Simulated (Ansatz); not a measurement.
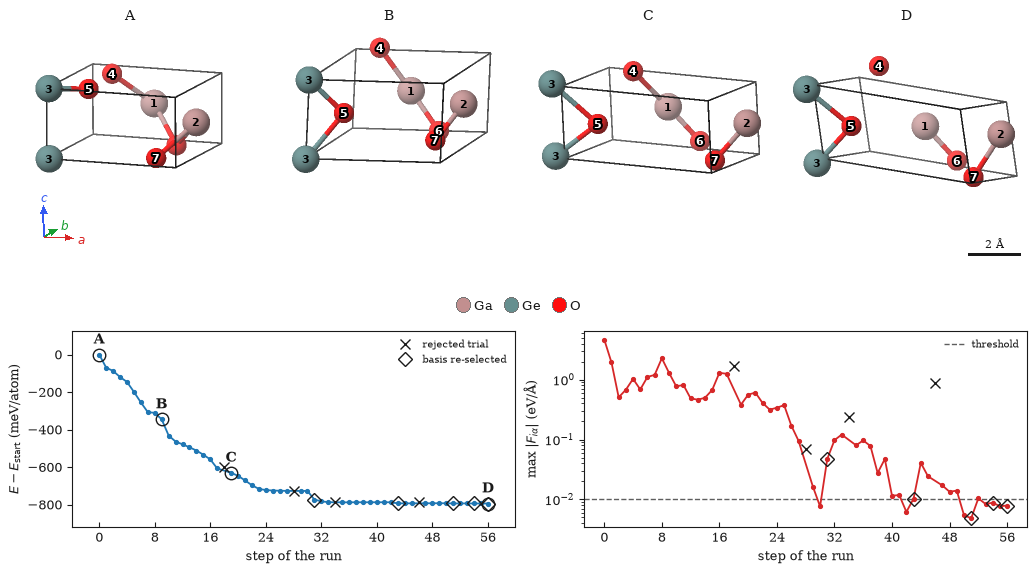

Frames of a relaxation of a crystal of Ga₂GeO₄ (built on the K2PdCl4-123 type type), marked on the history of the run. The picture is a ball-and-stick view of the cell of the calculation, seen slightly off an axis.

Case: shaken.

Method: DFT, PBEsol, plane waves, PAW (Ansatz 0.2.0). (plane-wave cutoff 420 eV; k-point mesh 4 × 4 × 6; occupations fermi dirac; smearing width 0.05 eV; no spin polarisation; cell and atoms relaxed; force threshold 0.01 eV/Å; at most 120 steps)

Question: What happens along the run?

Answer: Over 47 accepted moves (56 points after the start) the energy falls by 794 meV per atom. Largest force component: 4.6 eV/Å at the start, 0.0079 eV/Å at the end. Pressure: 6.16 GPa at the start and −0.01 GPa at the end. The line search rejected the trial steps at points 18, 28, 34, 46 of the run. At 5 points the geometry stayed and the basis and grid were re-selected for the new cell (energy shift of 46.3 meV per atom at most each time). The atom that moves furthest relative to the cell is O6 (1.51 Å along [−2 3 1]). By element the largest moves are O 1.51 Å, Ga 0.85 Å, Ge 0.43 Å. Cell: a 5.311 → 6.117 Å (+15.2 %), b 5.296 → 5.532 Å (+4.5 %), c 2.777 → 3.011 Å (+8.4 %), α 90.7° → 105.1°, β 90.0° → 100.5°, γ 90.4° → 91.2°. Volume +23.5 %. Near-neighbour distances that change, for instance: Ga2–O6 2.277 → 4.590 Å, Ga1–O7 2.394 → 4.349 Å, Ga2–O6 (another image) 2.432 → 4.328 Å, Ge3–O4 1.827 → 3.248 Å. New bonds form, among them: Ge3–O5 (3.11 → 1.99 Å). Bonds break, among them: Ga1–O4 (2.23 → 3.53 Å), Ga2–O6 (2.28 → 4.59 Å), Ge3–O4 (1.83 → 3.25 Å). Among the angles between lasting bonds that change: O5–Ga1–O6 176.8° → 111.6°, Ga1–O6–Ge3 94.2° → 147.2°, Ga1–O4–Ga2 176.3° → 125.4°. The space group stays P1 (No. 1). Cost: 4.2 min on 4 threads of Arm Neoverse V2, on a shared host, peak memory 0.5 GiB. From step 0 to 9: O5 moves most (1.41 Å), volume +18.5 %, energy −345 meV per atom. From step 9 to 19: O4 moves most (0.80 Å), volume −4.5 %, energy −285 meV per atom. From step 19 to 56: O4 moves most (0.59 Å), volume +9.1 %, energy −164 meV per atom.

```tsv
step	E − E(0), meV/atom	largest force component, eV/Å	pressure, GPa	volume, Å³/atom	note
0	0.00	4.6424	6.16	11.159	
1	-69.78	1.9338	2.27	11.347	
2	-87.33	0.5064	0.42	11.564	
3	-119.72	0.6784	-1.05	11.735	
4	-145.85	1.0291	-1.88	11.900	
5	-198.94	0.6846	-2.17	12.017	
6	-255.19	1.1077	-1.97	12.149	
7	-306.93	1.1998	-1.57	12.358	
8	-310.52	2.2718	7.14	12.364	
9	-345.45	1.2985	-2.91	13.225	
10	-431.56	0.7716	0.13	12.913	
12	-478.44	0.4867	-2.55	12.663	
15	-533.76	0.6731	0.83	11.723	
17	-606.90	1.2521	2.31	12.294	
20	-646.35	0.5597	0.36	12.794	
22	-696.52	0.4082	-0.20	13.287	
25	-724.76	0.3751	0.65	12.668	
27	-726.56	0.0954	0.14	12.624	
29	-726.73	0.0164	0.01	12.613	
32	-782.00	0.0976	1.42	12.860	
34	-785.70	0.2423	-0.65	13.239	rejected
37	-787.33	0.0779	0.02	13.349	
39	-787.30	0.0472	0.04	13.372	
41	-787.23	0.0118	-0.03	13.388	
44	-793.05	0.0408	0.11	13.433	
46	-786.98	0.8815	0.19	13.561	rejected
49	-792.46	0.0140	0.01	13.639	
51	-793.69	0.0048	0.03	13.637	same geometry, new basis
54	-793.79	0.0088	0.02	13.738	same geometry, new basis
56	-793.81	0.0079	-0.01	13.784	same geometry, new basis
```
